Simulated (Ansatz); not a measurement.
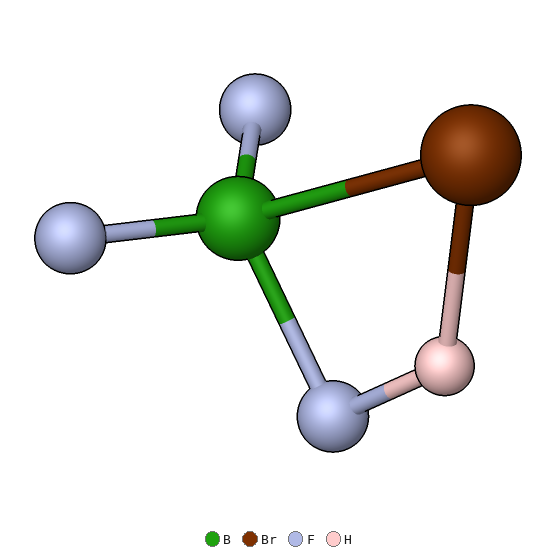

Sticks follow a distance rule. Harmonic vibrations computed with RKS PBE0-D4/def2-TZVP (Ansatz 0.2.0) at a stationary point of the same level.

Q: Minimum or transition state?

A: A first-order saddle point: one imaginary frequency, 816i cm⁻¹.

Q: How many vibrational modes are there, and where do they lie?

A: 12 modes: 816i, 201, 247, 371, 371, 460, 606, 718, 1025, 1117, 1455, 1599 cm⁻¹.
